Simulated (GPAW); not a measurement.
Consider ZrS (Fm-3m).

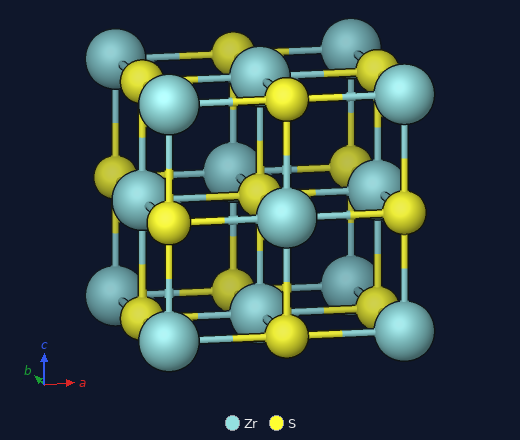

The structure (zirconium light teal, sulfur yellow). Some periodic images of atoms are drawn too.

```xyz
2
Lattice="0.0000 2.6250 2.6250 2.6250 0.0000 2.6250 2.6250 2.6250 0.0000" Properties=species:S:1:pos:R:3 pbc="T T T"
Zr    0.0000    0.0000    0.0000
S     2.6250    2.6250    2.6250
```

Absorber: atom 2, with 6 Zr at 2.62 Å (octahedral, site symmetry m-3m). Method: GPAW, LDA, excited-electron core hole (neutral cell), 12-atom cell with 6.4 Å between holes, 4×4×4 k points, dipole transitions, Gaussian full width 0.9 eV up to 4 eV, rising linearly to 3.5 eV at 25 eV.

The database entry behind the starting cell differs from later determinations by our own check (an axis about 1.9 % long against later determinations), so it need not match the best structure at ambient conditions.

**Question.** What does the S K edge look like?

Main maxima up to 24 eV above the zero (height): 1.5 eV (1.55), 4.9 eV (1.58), 6.8 eV (1.90), 12.2 eV (0.83) and 17.6 eV (0.94). A K edge sees empty p states; the first features are S p mixed into the empty d states of the Zr neighbours, and the broad ones above probably into the cations' higher empty bands. The total-energy difference is 2475.30 eV. One term is added: -16.82 eV, since the hole is spin-paired here and a spin-polarised one costs that much less in the free atom (computed apart). The photon energy is then 2458.48 eV. The functional leaves an error in such absolute values: in the free atom LDA prices this hole 9.1 eV below PBE (computed apart), and PBE is itself good to a few eV.

The S K spectrum (energy from the lowest empty level; intensity scaled to a mean of 1 over the first 20 eV):

| E (eV) | intensity |
| --- | --- |
| -2.0 | 0.00 |
| -0.5 | 0.08 |
| 1.0 | 1.35 |
| 2.5 | 1.02 |
| 4.0 | 1.24 |
| 5.5 | 1.41 |
| 7.0 | 1.85 |
| 8.5 | 1.10 |
| 10.0 | 0.60 |
| 11.5 | 0.72 |
| 13.0 | 0.71 |
| 14.5 | 0.62 |
| 16.0 | 0.76 |
| 17.5 | 0.94 |
| 19.0 | 0.78 |
| 20.5 | 0.64 |
| 22.0 | 0.74 |
| 23.5 | 0.82 |
| 25.0 | 0.93 |
| 26.5 | 1.29 |
| 28.0 | 1.52 |
| 29.5 | 1.28 |
| 31.0 | 0.89 |

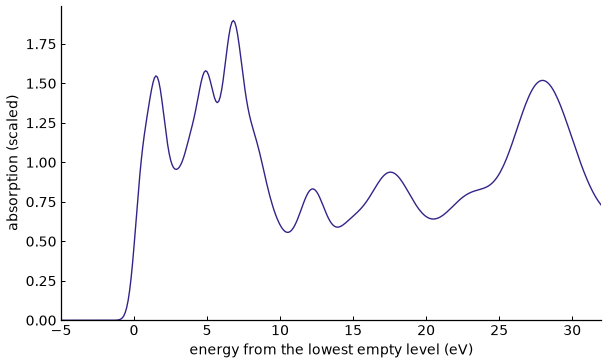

The S K edge.

The unit cell's mesh shows no gap over 0.35 eV. That is right for a metallic compound; for a small-gap or correlated insulator it would be the fault of the functional or of the assumed magnetic order, and the hole would be screened too well. The holes are only 6.4 Å apart, so the shape is probably not converged with cell size; no larger cell was run here. The mesh is coarse (0.30 Å⁻¹ between points), so small maxima may be mesh ripples. The structure is a published determination, not relaxed.

[Banner, clock and machine lines of the logs are left out without a mark of their own.]

[Logs are printed without paths, hosts, clocks, repeated set-up lines and the standing remarks that a program may print on its own settings, such as how far it seeks lower states.]

[Hosts, paths, dates, database ids (printed as entryN), source tags and the programs' standing remarks are cut or masked in the printed files.]

[Lists of maxima count a maximum above −3 eV only where it reaches 4 % of the highest in the window and stands out from its surroundings by 2 % of it (1.5 % where it reaches 55 %); shoulders and weaker maxima are passed over, and of the rest the first, up to two pre-edge ones and the few strongest are named.]
